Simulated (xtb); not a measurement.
CH$_{4}$Cl$_{2}$Si: frequency calculation (part 2 of 2)

CH$_{4}$Cl$_{2}$Si; GFN2-xTB (xtb 6.7.1 later snapshot). The geometry was optimised with GFN2-xTB.

Geometry of the input (Å):
```
C  -0.1708  1.0080  -0.1429
Si 0.0646  -0.8437  0.1952
Cl 1.9499  -1.1722  0.8436
Cl -0.2356  -1.8803  -1.5130
H  -1.1744  1.2188  -0.5005
H  -0.0102  1.5962  0.7558
H  0.5272  1.3652  -0.8971
H  -0.8586  -1.3490  1.2031
```

The program's output, continued:
```
 ---------------------------------------------------------------------------
     1   6      3.988 --     6      0.985     5      0.985     7      0.974
                             2      0.919
     2  14      4.031 --     3      1.102     4      1.102     1      0.919
                             8      0.874
     3  17      1.235 --     2      1.102
     4  17      1.235 --     2      1.102
     5   1      0.998 --     1      0.985
     6   1      0.998 --     1      0.985
     7   1      0.996 --     1      0.974
     8   1      0.999 --     2      0.874
 ---------------------------------------------------------------------------

Topologies differ in total number of bonds
Writing topology from bond orders to xtbtopo.mol

molecular dipole:
                 x           y           z       tot (Debye)
 q only:       -0.588       0.571       0.374
   full:       -0.506       0.603       0.288       2.131
molecular quadrupole (traceless):
                xx          xy          yy          xz          yz          zz
 q only:       -0.564       1.884       0.102      -2.203      -2.474       0.462
  q+dip:       -0.780       1.707       0.616      -3.051      -2.821       0.164
   full:       -0.766       1.386       0.732      -2.473      -2.398       0.034

           -------------------------------------------------
          |               Frequency Printout                |
           -------------------------------------------------
 projected vibrational frequencies (cm⁻¹)
eigval :       -0.00    -0.00    -0.00     0.00     0.00     0.00
eigval :      110.41   144.44   156.04   208.56   451.57   506.76
eigval :      628.87   633.79   755.98   834.84   837.04  1376.85
eigval :     1467.35  1471.74  2282.22  3025.38  3045.95  3049.04
 reduced masses (amu)
    1:      4.65    2:     14.88    3:     18.18    4:     13.13    5:      7.34    6:     12.41
    7:      1.02    8:     14.37    9:      3.62   10:      5.44   11:     15.58   12:     17.48
   13:      1.06   14:      1.04   15:      5.25   16:      1.25   17:      1.25   18:      1.21
   19:      1.06   20:      1.06   21:      1.04   22:      1.08   23:      1.09   24:      1.05
 IR intensities (km·mol⁻¹)
    1:      0.67    2:      0.05    3:      0.19    4:      0.02    5:      0.17    6:      0.02
    7:      0.02    8:      5.62    9:      1.93   10:     18.03   11:     65.81   12:    167.98
   13:    106.69   14:    108.96   15:    127.92   16:    130.66   17:     99.37   18:     31.76
   19:      5.92   20:      7.52   21:    140.80   22:      0.11   23:      0.01   24:      0.31
 Raman intensities (Ä⁴*amu⁻¹)
    1:      0.13    2:      0.02    3:      0.04    4:      0.06    5:      0.05    6:      0.11
    7:      0.02    8:      2.20    9:      1.77   10:      1.57   11:     13.76   12:      3.21
   13:     10.91   14:     10.36   15:     11.96   16:      0.15   17:      0.83   18:      0.89
   19:      4.16   20:      4.08   21:    162.98   22:     88.19   23:     73.85   24:    140.51
 output can be read by thermo (or use thermo option).
 writing <g98.out> molden fake output.
 recommended (thermochemical) frequency scaling factor: 1.0
           -------------------------------------------------
          |             Thermodynamic Functions             |
Molecule has the following symmetry elements: (sigma)
It seems to be the Cs point group
           -------------------------------------------------

cs  symmetry found (for desy threshold:  0.10E+00) used in thermo

          ...................................................
          :                      SETUP                      :
          :.................................................:
          :  # frequencies                          18      :
          :  # imaginary freq.                       0      :
          :  linear?                             false      :
          :  only rotor calc.                    false      :
          :  symmetry                               cs      :
          :  rotational number                       1      :
          :  scaling factor                  1.0000000      :
          :  rotor cutoff                   50.0000000 cm⁻¹ :
          :  imag. cutoff                  -20.0000000 cm⁻¹ :
          :.................................................:

    mode    ω/cm⁻¹     T·S(HO)/kcal·mol⁻¹    T·S(FR)/kcal·mol⁻¹   T·S(vib)
   ------------------------------------------------------------------------
       1    110.41    -0.97247 ( 95.96%)    -0.82166 (  4.04%)    -0.96638
       2    144.44    -0.81817 ( 98.58%)    -0.74211 (  1.42%)    -0.81710
       3    156.04    -0.77435 ( 98.96%)    -0.71924 (  1.04%)    -0.77378
       4    208.56    -0.61307 ( 99.67%)    -0.63335 (  0.33%)    -0.61314
   ------------------------------------------------------------------------

   temp. (K)  partition function   enthalpy   heat capacity  entropy
                                   cal/mol     cal/K/mol   cal/K/mol   J/K/mol
 298.15  VIB   20.9                 2237.593     14.233     13.517
         ROT  0.207E+06              888.727      2.981     27.304
         INT  0.432E+07             3126.321     17.213     40.821
         TR   0.377E+26             1481.212      4.968     40.135
         TOT                        4607.5332    22.1815    80.9562   338.7209

       T/K    H(0)-H(T)+PV         H(T)/Eh          T*S/Eh         G(T)/Eh
   ------------------------------------------------------------------------
    298.15    0.734257E-02    0.551541E-01    0.384649E-01    0.166892E-01
   ------------------------------------------------------------------------

         :::::::::::::::::::::::::::::::::::::::::::::::::::::
         ::                  THERMODYNAMIC                  ::
         :::::::::::::::::::::::::::::::::::::::::::::::::::::
         :: total free energy         -15.079452407675 Eh   ::
         ::.................................................::
         :: total energy              -15.096141564492 Eh   ::
         :: zero point energy           0.047811506157 Eh   ::
         :: G(RRHO) w/o ZPVE           -0.031122349340 Eh   ::
         :: G(RRHO) contrib.            0.016689156818 Eh   ::
         :::::::::::::::::::::::::::::::::::::::::::::::::::::

           -------------------------------------------------
          | TOTAL ENERGY              -15.096141564492 Eh   |
          | TOTAL ENTHALPY            -15.040987486844 Eh   |
          | TOTAL FREE ENERGY         -15.079452407675 Eh   |
          | GRADIENT NORM               0.000005471417 Eh/α |
          | HOMO-LUMO GAP               6.409112126128 eV   |
           -------------------------------------------------

------------------------------------------------------------------------
------------------------------------------------------------------------
 total:
 *  cpu-time:     0 d,  0 h,  0 min,  0.994 sec
 * ratio c/w:     1.000 speedup
 SCF:
 *  cpu-time:     0 d,  0 h,  0 min,  0.005 sec
 * ratio c/w:     1.000 speedup
 analytical hessian:
 *  cpu-time:     0 d,  0 h,  0 min,  0.982 sec
 * ratio c/w:     1.000 speedup
```

File vibspectrum:
```
$vibrational spectrum
#  mode     symmetry     wave number   IR intensity   Raman activity   Raman scatt. cross-section   selection rules
#                           (cm⁻¹)      (km*mol⁻¹)      (Å⁴*amu⁻¹)             (Å²*sr⁻¹)              IR     RAMAN
     1                      -0.00         0.00000         0.00000             0.00000E+00              -       -
     2                      -0.00         0.00000         0.00000             0.00000E+00              -       -
     3                      -0.00         0.00000         0.00000             0.00000E+00              -       -
     4                       0.00         0.00000         0.00000             0.00000E+00              -       -
     5                       0.00         0.00000         0.00000             0.00000E+00              -       -
     6                       0.00         0.00000         0.00000             0.00000E+00              -       -
     7        a            110.41         0.01702         0.01692             0.30217E-15             YES     YES
     8        a            144.44         5.62164         2.19758             0.24506E-13             YES     YES
     9        a            156.04         1.92901         1.77315             0.17323E-13             YES     YES
    10        a            208.56        18.03351         1.57252             0.94810E-14             YES     YES
    11        a            451.57        65.81343        13.75739             0.26047E-13             YES     YES
    12        a            506.76       167.98157         3.20962             0.51973E-14             YES     YES
    13        a            628.87       106.68982        10.91284             0.13313E-13             YES     YES
    14        a            633.79       108.96020        10.35588             0.12508E-13             YES     YES
    15        a            755.98       127.92070        11.96343             0.11548E-13             YES     YES
    16        a            834.84       130.65894         0.15440             0.13159E-15             YES     YES
    17        a            837.04        99.36685         0.82896             0.70416E-15             YES     YES
    18        a           1376.85        31.75801         0.88811             0.40100E-15             YES     YES
    19        a           1467.35         5.91741         4.15787             0.17257E-14             YES     YES
    20        a           1471.74         7.52291         4.07641             0.16852E-14             YES     YES
    21        a           2282.22       140.80019       162.98273             0.36094E-13             YES     YES
    22        a           3025.38         0.10840        88.19451             0.12341E-13             YES     YES
    23        a           3045.95         0.01294        73.85496             0.10214E-13             YES     YES
    24        a           3049.04         0.31127       140.51238             0.19397E-13             YES     YES
$end
```

Standard error:
```
normal termination of xtb
```

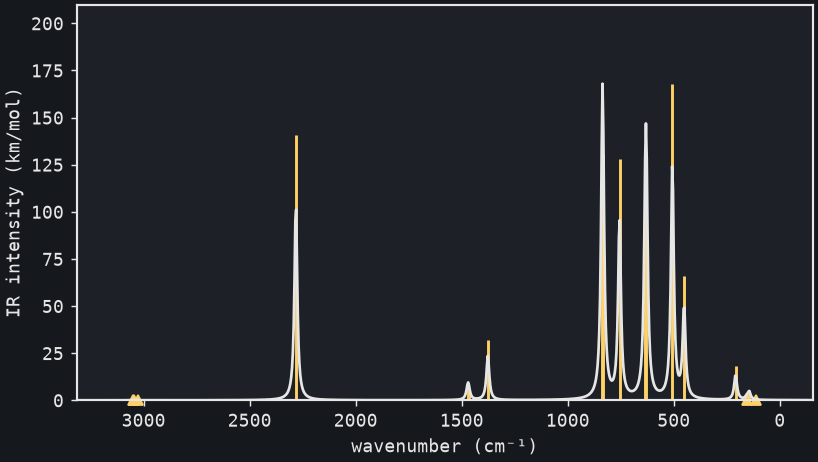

Figure 1. Harmonic infrared spectrum, unscaled: sticks (degenerate modes added up, dark ones marked on the axis) with a Lorentzian envelope of 16 cm⁻¹ full width, scaled to the tallest stick. 18 modes from 110 to 3049 cm⁻¹, none imaginary. The strongest line is at 507 cm⁻¹ (168 km/mol).

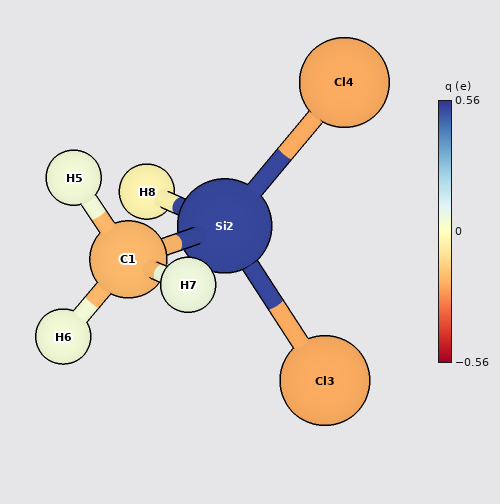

Figure 2. Mulliken charges, as the colour of each atom (ball-and-stick view, seen at a tilt; atoms are numbered from 1 in the order of the input). By element: C −0.20, Si +0.53, Cl −0.22 and H −0.04 to +0.06 e.

Results in brief:

| quantity | value |
| --- | --- |
| outcome | converged |
| electrons treated | 26 |
| total energy | −15.096142 hartree |
| dispersion energy | −0.005533 hartree |
| basis functions | 38 |
| HOMO | −11.54 eV |
| LUMO | −5.13 eV |
| zero-point energy | 0.047812 hartree |
| dipole moment | 2.13 D |
| wavenumbers, lowest and highest | 110 and 3049 cm⁻¹ |
| wall time | 1.1 s |
| peak memory | 0.073 GiB |
